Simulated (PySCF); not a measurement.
# Cl4Sm ([SmCl4]-): the cost of one run

Programs: PySCF 2.14.0, with routines of our own; each step states its level. All values are computed. Atoms count from 0.

## Step 1: The starting structure

5 atoms, charge -1, states of the metal's open shell are computed; geometry from: model geometry, bond lengths from ionic radii.

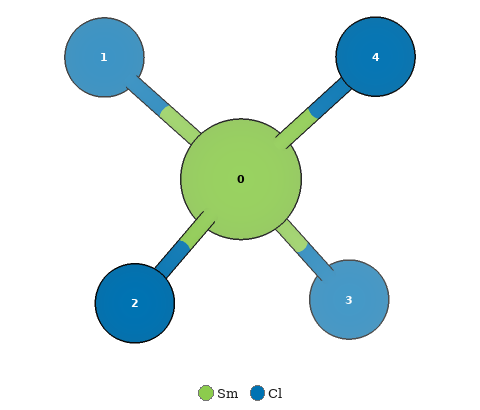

The starting geometry (samarium green, chlorine blue); sticks join atoms by distance alone.

## Step 2: Ligand-field states: state-averaged CASSCF

What the job is given:

```
{"job": {"kind": "lf", "basis": {"metal": "x2c-TZVPall", "ligand": "x2c-SVPall"}, "nevpt": false, "roots": {"6": 21, "4": 128, "2": 130}}, "charge": -1, "metal": "Sm", "open_shell": "f5"}
Sm     0.000000     0.000000     0.000000
Cl     1.471088     1.471088     1.471089
Cl    -1.471088    -1.471088     1.471089
Cl    -1.471088     1.471088    -1.471089
Cl     1.471088    -1.471088    -1.471089
```

Method: state-averaged CASSCF of the metal f shell, state-interaction spin-orbit coupling.

Started as:

```sh
> OMP_NUM_THREADS=1 python lf_run.py task.json out
```

The driver reads the jobs from task.json and runs them one after another.

Q: Estimate the wall time and peak memory of this first job on 1 thread of Arm Neoverse V2, shared host.

About 33 s, with a peak of 0.54 GiB.
